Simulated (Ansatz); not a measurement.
```xyz
7

C     1.0371    0.7279    1.5904
C     1.4492    0.3222    2.8130
Al    2.3686   -0.6861    1.4204
H     0.2903    1.5131    1.3699
H     1.1061    0.7099    3.7902
H     1.9658   -2.2249    1.0455
H     3.9180   -0.3811    0.9994
```

Geometry: PBE0-D3(BJ)/def2-SVPD.

All numbers below come from isolated molecule in a Gaussian basis; Kohn-Sham density functional theory, functional PBE0 in Ansatz 0.2.0.

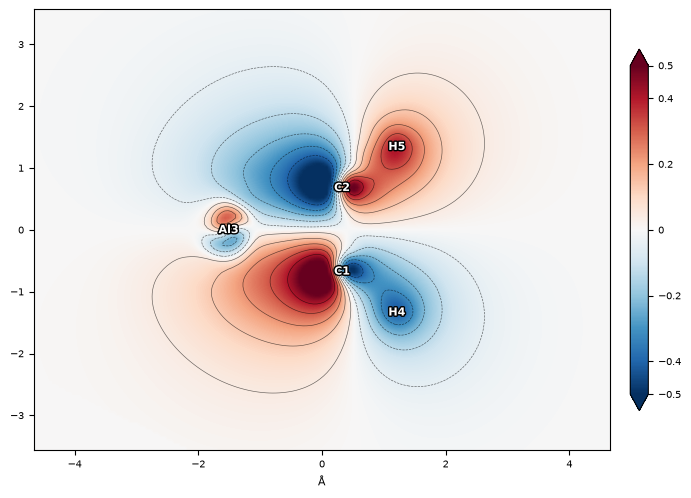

C2H4Al (charge −1). The HOMO on the plane of atoms C1, Al3 and C2 (values in Å⁻³ᐟ²; the overall sign is arbitrary).

> Where does this orbital lie, and at what energy?

By Hirshfeld shares it lies mainly on C1 (about 30 %), C2 (about 30 %), Al3 (about 25 %), H4 (about 5 %) and H5 (about 5 %). Its energy is −0.75 eV.
